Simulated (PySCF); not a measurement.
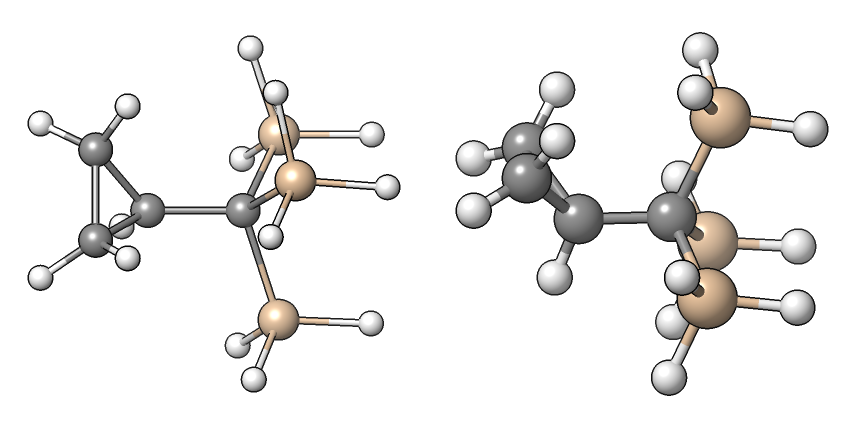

Both panels show the same species. Colours: silicon light orange, carbon grey, hydrogen white.

The geometry was computed by an optimisation with PBE0-D3(BJ)/def2-SVP. No frequency run is at hand to confirm it as a minimum.

Description:

Formula C4H14Si3. As SMILES it reads `[SiH3]C([SiH3])([SiH3])C1CC1`. Independent rings (smallest set): 1 of 3 members. Among its groups: Si–H bond. Coordination, clear cases only: 3 Si tetrahedral; 1 C tetrahedral.

More results for the same structure follow; atom numbers are the same in all pictures, views and colours differ.

**Polarisability**

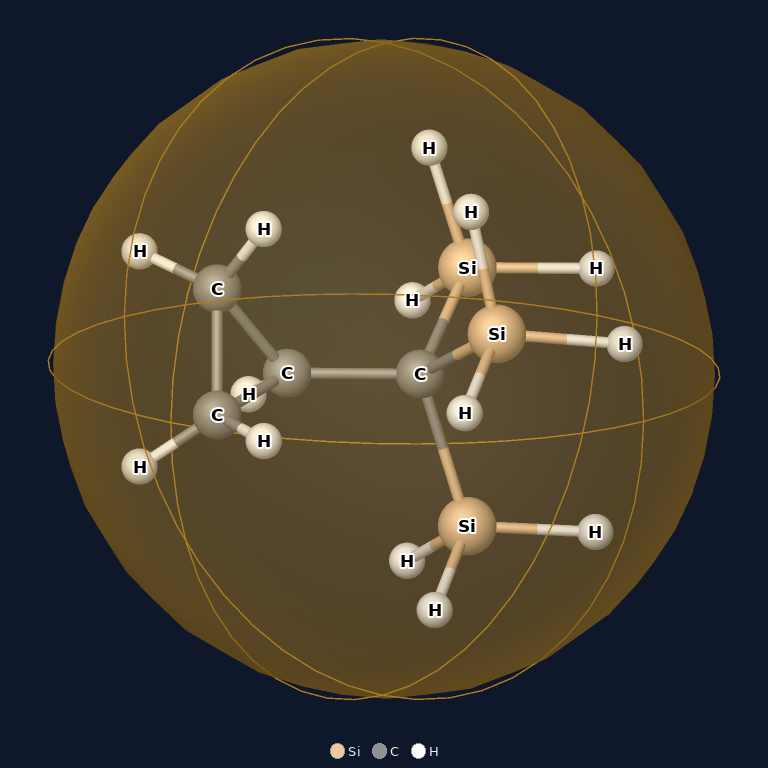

The ellipsoid shows the static dipole polarisability: its half-axes are proportional to the principal values. No frequency run is at hand to confirm it as a minimum. Method: CAM-B3LYP/def2-SVPD (PySCF 2.14.0).

Give the principal values, the mean and the anisotropy.

Principal values 121.5, 126.0, 130.0 bohr³; mean 125.8 bohr³ (18.64 Å³); anisotropy 7.4 bohr³, so the longest axis is 1.07 times the shortest.

**Charges**

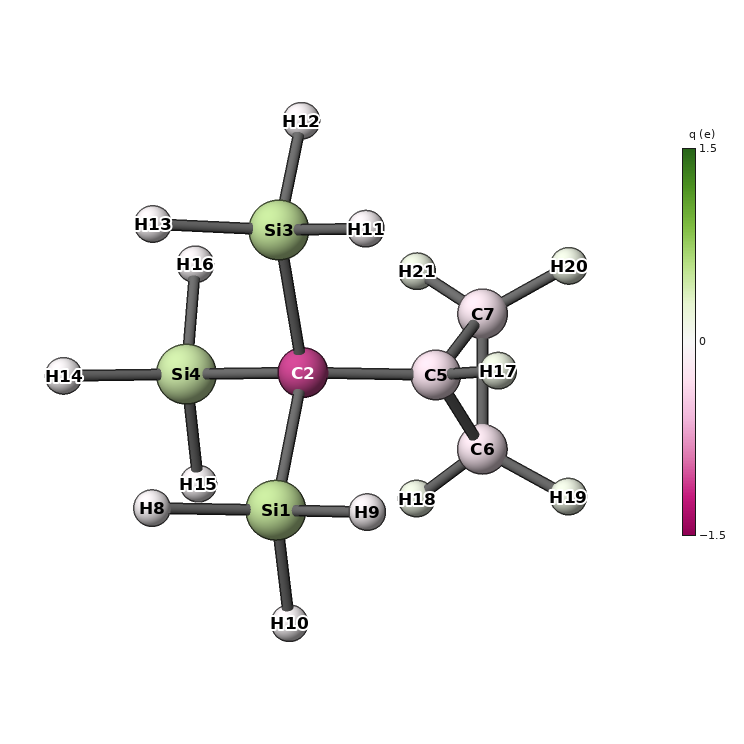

Atoms are coloured by their Mulliken charges. No frequency run is at hand to confirm it as a minimum. Properties computed with PBE0/pcSseg-1, gas phase (PySCF 2.14.0).

Which atom carries the highest charge (most positive or least negative)?

Si1, Si3 (0.50 e).

And the lowest?

C2 (−1.05 e).

Give the Mulliken charges atom by atom.

```tsv
atom	value (e)
Si1	0.50
C2	−1.05
Si3	0.50
Si4	0.45
C5	−0.23
C6	−0.19
C7	−0.19
H8	−0.06
H9	−0.06
H10	−0.06
H11	−0.06
H12	−0.05
H13	−0.06
H14	−0.04
H15	−0.05
H16	−0.05
H17	0.14
H18	0.15
H19	0.14
H20	0.14
H21	0.15
```

**NMR shielding**

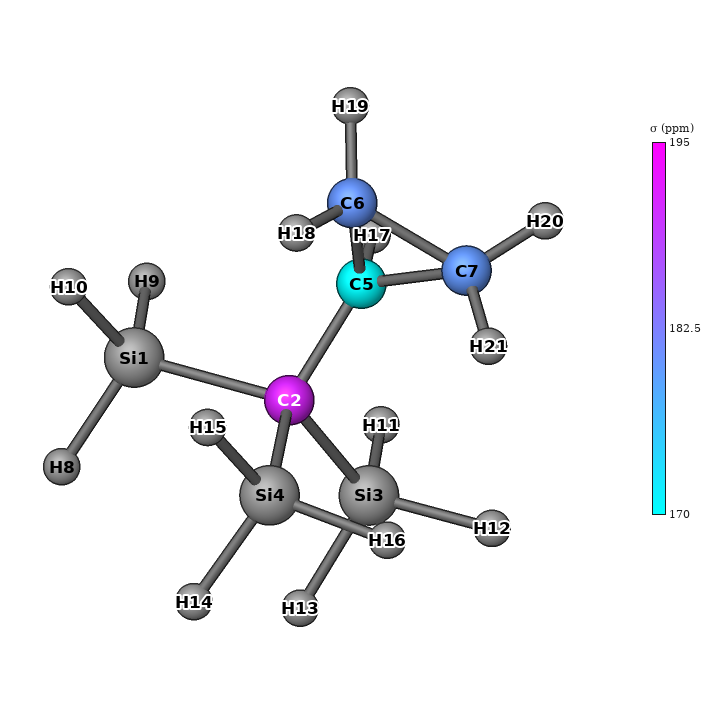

Atoms are coloured by their isotropic NMR shieldings (C only, the others grey). No frequency run is at hand to confirm it as a minimum. Method: GIAO PBE0/pcSseg-1 NMR shielding, non-relativistic, IEF-PCM chloroform (PySCF 2.14.0).

List the isotropic NMR shieldings of the C atoms.

```json
{"atom": "C2", "σ (ppm)": "191.5"}
{"atom": "C5", "σ (ppm)": "170.1"}
{"atom": "C6", "σ (ppm)": "180.2"}
{"atom": "C7", "σ (ppm)": "180.0"}
```

Mulliken values depend strongly on the basis set and can even reverse the polarity of a bond.
